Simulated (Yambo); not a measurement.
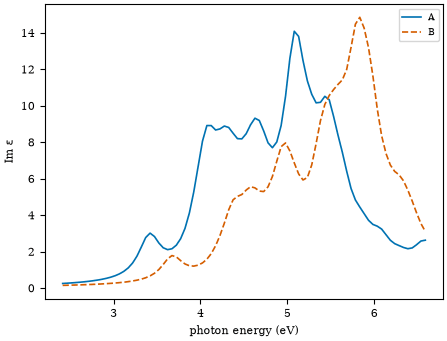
Figure. Two computed absorption spectra of AgBr (rock salt, space group Fm-3m, No. 225) (Yambo, PBEsol bands with the same scissor, field along x)

Task: Which curve includes the electron-hole attraction (BSE)?

Result: Curve A: the attraction moves weight to lower energy (centre of the plotted range 4.9 eV against 5.4 eV). Settings: 6×6×6 mesh, 16 valence and 2 conduction bands, static screening with 60 bands and a 4 Ry block, scissor 1.28 eV, Tamm-Dancoff. The scissor comes from a G0W0 run whose convergence isn't established. Broadening 0.15 eV. The band window holds all transitions up to 6.6 eV. On this mesh the peak heights and the fine structure are mesh artefacts; only the shift of weight is robust.

Spin-orbit coupling is included.

Geometry relaxed with PBEsol; primitive cell a = 4.0128 Å, b = 4.0128 Å, c = 4.0128 Å, α = 60.00°, β = 60.00°, γ = 60.00°.
